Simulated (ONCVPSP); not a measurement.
# Run report: Sn, pseudopotential generation

System: tin (Sn, Z = 50), core [Kr], reference valence 4d10 5s2 5p2, valence charge 14.
Method: ONCV potential, PBE, scalar-relativistic, made with ONCVPSP 4.0.1.

## Results in brief

- outcome: generated, with a ghost state
- cutoffs needed: 43 Ha and 71 Ha (the cutoffs at which the residual kinetic energy of the hardest occupied pseudo-wave falls to 1 and 0.1 mHa per electron)
- ghost test: GHOST(-) flagged for s at -147.0 eV; GHOST(+) flagged for p at -0.01 eV
- configuration tests: 4 of 4 tests not solved
- rms error of d²Exc/dni dnj: 4.38 mHa without and 1.08 mHa with the model core
- range over which the phases arctan(r R′/R) at the test radius agree within 0.05 rad (a looser test near the poles than one of phase shifts): s: up to about 3.5 Ha; p: up to about -0.0 Ha; d: over the whole range computed; f: not judged, local potential alone
- hardware: 1 CPU thread, shared host
- wall time: 2.8 s

## Remarks

The potential has a bound ghost state, so it can't be used as it stands. Warnings of the program, in the generation or the tests: psatom: WARNING lschvkbb convergence error n,l,iter= 2 1 18; psatom: WARNING lschvkbb convergence error n,l,iter= 2 1 28.

## The input
```
# ATOM AND REFERENCE CONFIGURATION
# atsym  z   nc   nv     iexc    psfile
  Sn 50.00    8    3        4      upf
#
#   n    l    f
    1    0    2.00
    2    0    2.00
    2    1    6.00
    3    0    2.00
    3    1    6.00
    3    2   10.00
    4    0    2.00
    4    1    6.00
    4    2   10.00
    5    0    2.00
    5    1    2.00
#
# PSEUDOPOTENTIAL AND OPTIMIZATION
# lmax
    2
#
#   l,   rc,      ep,       ncon, nbas, qcut
    0    2.05    0.00    4    8    3.30
    1    2.75    0.00    5    9    3.20
    2    1.00    0.00    3    6    9.70
#
# LOCAL POTENTIAL
# lloc, lpopt,  rc(5),   dvloc0
    2    5    1.00    0.00
#
# VANDERBILT-KLEINMAN-BYLANDER PROJECTORs
# l, nproj, debl
    0    2    1.70
    1    2    1.70
    2    0    3.10
#
# MODEL CORE CHARGE
# icmod, fcfact, rcfact
    3    4.75    1.65
#
# LOG DERIVATIVE ANALYSIS
# epsh1, epsh2, depsh
   -2.00    5.00    0.02
#
# OUTPUT GRID
# rlmax, drl
    6.00    0.01
#
# TEST CONFIGURATIONS
# ncnf
    4
# nvcnf
#   n    l    f
    3
    4    2   10.00
    5    0    2.00
    5    1    1.00
#
    3
    4    2   10.00
    5    0    2.00
    5    1    0.00
#
    3
    4    2   10.00
    5    0    1.00
    5    1    0.00
#
    3
    4    2    9.00
    5    0    2.00
    5    1    2.00
#
```

Command:
```bash
oncvpsp.x < Sn.dat > Sn.out
```

## The program's output (extracts)
```
ONCVPSP  (Optimized Norm-Conservinng Vanderbilt PSeudopotential)
scalar-relativistic version 4.0.1

#   n    l    f        energy (Ha)
    1    0    2.00    -1.0662547E+03
    2    0    2.00    -1.6096598E+02
    2    1    6.00    -1.4449653E+02
    3    0    2.00    -3.1062333E+01
    3    1    6.00    -2.5680795E+01
    3    2   10.00    -1.7397997E+01
    4    0    2.00    -4.9218508E+00
    4    1    6.00    -3.2964217E+00
    4    2   10.00    -9.4956597E-01
    5    0    2.00    -3.8767815E-01
    5    1    2.00    -1.3576403E-01

Reference configufation results
  iterations    25
  all-electron total energy (Ha)   -6.17720227D+03

Begin loop to  construct optimized pseudo wave functions
and semi-local pseudopoentials for all angular momenta

   Wellstate for l =  0  n =  7
     eigenvalue =   1.3123
     asymptotic potential =   1.8123
     half-point radius =  4.9574

Calculating optimized projector #   1

 for l=   0

    Fraction of norm inside rc  0.382215
    Optimizing pswf for qcut=   3.30 a_B^-1,  ecut=   5.45 Ha
    Residual kinetic energy error=  1.83D-03 Ha

    Energy error per electron        Cutoff
         Ha          eV             Ha
         0.01000     0.27211        3.96
         0.00100     0.02721        6.70
         0.00010     0.00272       33.08
         0.00001     0.00027       41.31

Calculating optimized projector #   2

 for l=   0

    Fraction of norm inside rc  0.106831
    Optimizing pswf for qcut=   3.30 a_B^-1,  ecut=   5.45 Ha
    Residual kinetic energy error=  4.63D-03 Ha

    Energy error per electron        Cutoff
         Ha          eV             Ha
         0.01000     0.27211        4.94
         0.00100     0.02721        9.98
         0.00010     0.00272       32.24
         0.00001     0.00027       55.86

   Wellstate for l =  1  n =  7
     eigenvalue =   1.5642
     asymptotic potential =   2.0642
     half-point radius =  4.9800

Calculating optimized projector #   1

 for l=   1

    Fraction of norm inside rc  0.407325
    Optimizing pswf for qcut=   3.19 a_B^-1,  ecut=   5.10 Ha
    Residual kinetic energy error=  4.51D-04 Ha

    Energy error per electron        Cutoff
         Ha          eV             Ha
         0.01000     0.27211        1.29
         0.00100     0.02721        4.20
         0.00010     0.00272       16.30
         0.00001     0.00027       32.23

Calculating optimized projector #   2

 for l=   1

    Fraction of norm inside rc  0.168342
    Optimizing pswf for qcut=   3.19 a_B^-1,  ecut=   5.10 Ha
    Residual kinetic energy error=  6.11D-03 Ha

    Energy error per electron        Cutoff
         Ha          eV             Ha
         0.01000     0.27211        4.73
         0.00100     0.02721        7.94
         0.00010     0.00272       24.41
         0.00001     0.00027       38.68

Calculating optimized projector #   1

 for l=   2

    Fraction of norm inside rc  0.473132
    Optimizing pswf for qcut=   9.69 a_B^-1,  ecut=  46.98 Ha
    Residual kinetic energy error=  3.68D-04 Ha

    Energy error per electron        Cutoff
         Ha          eV             Ha
         0.01000     0.27211       34.64
         0.00100     0.02721       43.29
         0.00010     0.00272       70.88
         0.00001     0.00027      136.23

Construct Vanderbilt / Kleinmman-Bylander projectors

B matrix Hermiticity error, ll=   0
   1   2   -1.0078E-04

  Orthonormal projector coefficients  9.4934E+00  8.9300E-01

B matrix Hermiticity error, ll=   1
   1   2   -7.2734E-05

  Orthonormal projector coefficients  6.6196E+00  6.0900E-01

Model core correction analysis
  based on d2Exc/dn_idn_j

d2excae - all-electron derivatives

   -2.243287D-02   -6.464455D-03   -2.778166D-03
   -6.464000D-03   -2.582031D-02   -2.049518D-02
   -2.777884D-03   -2.049358D-02   -2.344437D-02

d2excps - pseudofunction derivatives with no core correction

   -3.543365D-02   -7.537744D-03   -3.177038D-03
   -7.537160D-03   -2.671499D-02   -2.082738D-02
   -3.176755D-03   -2.082603D-02   -2.354938D-02

rms 2nd derivative error    4.380189E-03

rmatch, rhocmatch    0.9111   13.1206

Teter function model core charge with specified parameters

d2excps - pseudofunction derivatives with core correction

   -1.961523D-02   -6.046926D-03   -2.690966D-03
   -6.046750D-03   -2.462424D-02   -1.991648D-02
   -2.690745D-03   -1.991429D-02   -2.310166D-02

rms 2nd derivative error    1.081215E-03

Pseudoatom total energy  -69.141810

Diagnostic tests using Vanderbilt-Kleinman-Bylander pseudopotentials
  1 or more projectors used as specified by nproj input data

   l    rcore       rmatch      e in        delta e   norm test  slope test

   0   2.0552780   2.1176807  -0.3876781  -0.0000016   1.0000382   1.0000656
   0   2.0552780   2.1176807   1.3123218   0.0000005   1.0002199   1.0002199

   1   2.7553174   2.8389748  -0.1357640  -0.0000007   0.9999617   0.9999588
   1   2.7553174   2.8389748   1.5642360   0.0000132   1.0001096   1.0001096

   2   1.0025658   1.0330059  -0.9495660  -0.0000163   1.0000012   0.9999743

 Testing for bound ghosts
   n   l    E NL Schr. Eq   E Basis Diag.   E Cutoff

       0                       -5.400682     61.72  WARNING - GHOST(-)
   1   0       -0.387680       -0.385315     61.72

   2   1       -0.135765       -0.133449     51.88

 Testing for highly-localized positive-energy ghosts
       l    <radius>/rc     E Basis Diag.   E Cutoff

       1        0.222008       -0.000296     51.88  WARNING - GHOST(+)

Test configuration 0

   n   l     f        eae           eps        diff
   1   0  2.0000-1066.25467375
   2   0  2.0000 -160.96597558
   2   1  6.0000 -144.49652697
   3   0  2.0000  -31.06233310
   3   1  6.0000  -25.68079503
   3   2 10.0000  -17.39799707
   4   0  2.0000   -4.92185075
   4   1  6.0000   -3.29642165
   4   2 10.0000   -0.94956597   -0.94958224   -1.63D-05
   5   0  2.0000   -0.38767815   -0.38767975   -1.60D-06
   5   1  2.0000   -0.13576403   -0.13576470   -6.77D-07

    Total energies and differences
      AE_ref= -6.17720227D+03  AE_tst= -6.17720227D+03  dif=  0.00D+00
      PS_ref= -6.91418100D+01  PS_tst= -6.91418100D+01  dif= -1.14D-13
      PSP excitation error=  1.14D-13

Test configuration 1

psatom: WARNING lschvkbb convergence error n,l,iter=   2   1  53
ea(ii),et,emin,emax -3.725915E-01 -3.778081E-01 -3.778081E-01 -3.778081E-01
run_config: WARNING for fully non-local PS atom, stg. 1
 WARNING no output for configuration 2

Test configuration 2

psatom: WARNING lschvkbb convergence error n,l,iter=   2   1  28
ea(ii),et,emin,emax -3.682524E-01 -3.803917E-01 -3.803917E-01 -3.803917E-01
run_config: WARNING for fully non-local PS atom, stg. 1
 WARNING no output for configuration 3

Test configuration 3

psatom: WARNING lschvkbb convergence error n,l,iter=   2   1  18
ea(ii),et,emin,emax -3.460514E-01 -3.646103E-01 -3.646103E-01 -3.646103E-01
run_config: WARNING for fully non-local PS atom, stg. 1
 WARNING no output for configuration 4

Test configuration 4

psatom: WARNING lschvkbb convergence error n,l,iter=   2   1  31
ea(ii),et,emin,emax -2.844136E-01 -3.128550E-01 -3.128550E-01 -3.128550E-01
run_config: WARNING for fully non-local PS atom, stg. 1
 WARNING no output for configuration 5
```

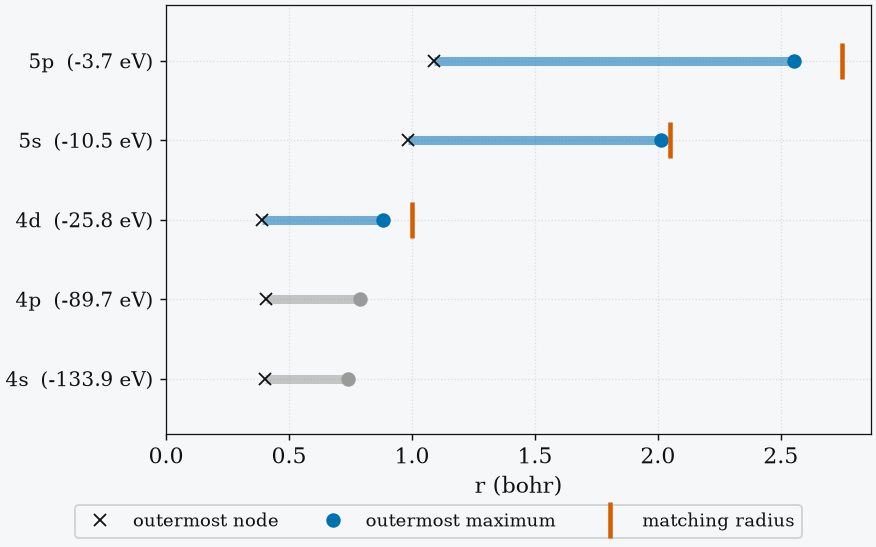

Outer shells of the all-electron reference atom: each bar runs from the outermost node (or the nucleus) to the outermost maximum of u(r); the tick is the radius chosen for the pseudo-wave. Shells without a tick have no pseudo-wave of their own. Levels, nodes and maxima are from ld1.x, scalar-relativistic.

- Radii against the shells: 4d: 1.00 bohr, outside the maximum; 5s: 2.05 bohr, outside the maximum; 5p: 2.75 bohr, outside the maximum.

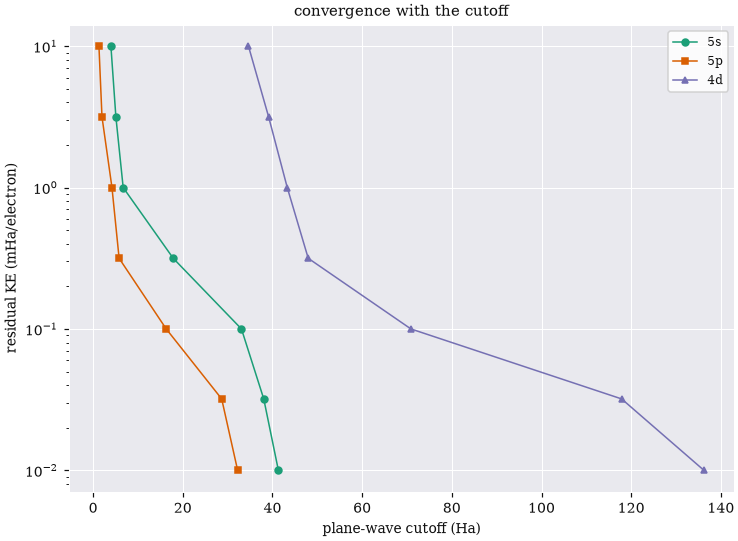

Residual kinetic energy of the pseudo-waves (the first of each channel, and further valence shells) beyond the plane-wave cutoff, as the generator prints it.

- Cutoffs for the occupied states: 43 Ha for 1 mHa and 71 Ha for 0.1 mHa per electron. The first is set by 4d.
- Hardest wave at 1 mHa per electron: 4d, with rc = 1.00 bohr and qcut = 9.7 1/bohr. The optimisation minimises, but can't always remove, the kinetic energy above qcut²/2 = 47.0 Ha, and a larger rc would as a rule soften the wave at some cost in transferability.
- Cutoffs for 1 mHa per electron: 4d: 43 Ha; 5s: 6.7 Ha; 5p: 4.2 Ha. The potential isn't sound: its ghost test gives GHOST(-) flagged for s at -147.0 eV; GHOST(+) flagged for p at -0.01 eV.

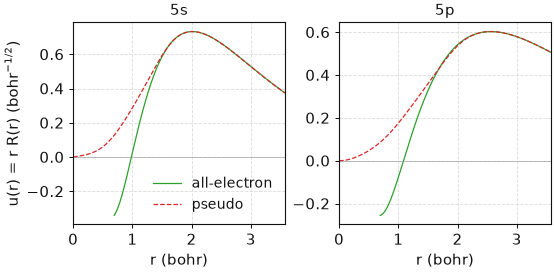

All-electron valence functions (solid) with their pseudo partners (dashed). The innermost oscillations of some all-electron curves aren't drawn. Reference configuration 4d10 5s2 5p2.

- Matching radii: 5s at 2.05 bohr; 5p at 2.75 bohr. The curves merge smoothly, so the plot gives these only roughly.
- Nodes of the pseudo-waves: 5s has no node; 5p has no node.
- Cutoffs needed: 43 Ha (loose) and 71 Ha (tight), as the cutoffs at which the residual kinetic energy of the hardest occupied pseudo-wave falls to 1 and 0.1 mHa per electron.

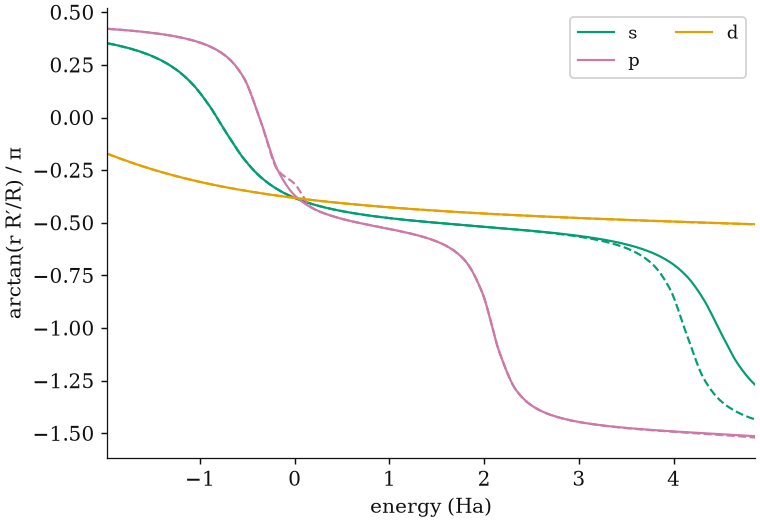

Unwrapped phase arctan(r R′/R) in units of π against energy, all-electron (solid) and pseudo (dashed); the pseudo phase is matched to the all-electron one at the reference energy. Here R(r) is the radial function. Not drawn: f: not judged.

- Poles, where the radial function vanishes at the test radius: s: all-electron at 1.5 Ha, pseudo at 1.5 Ha; p: all-electron at 0.7 and 4.3 Ha, pseudo at 0.7 and 4.2 Ha; d: all-electron at 4.4 Ha, pseudo at 4.3 Ha.
- Range over which the phases agree within 0.05 rad: s: up to about 3.5 Ha; p: up to about -0.0 Ha; d: over the whole range drawn.
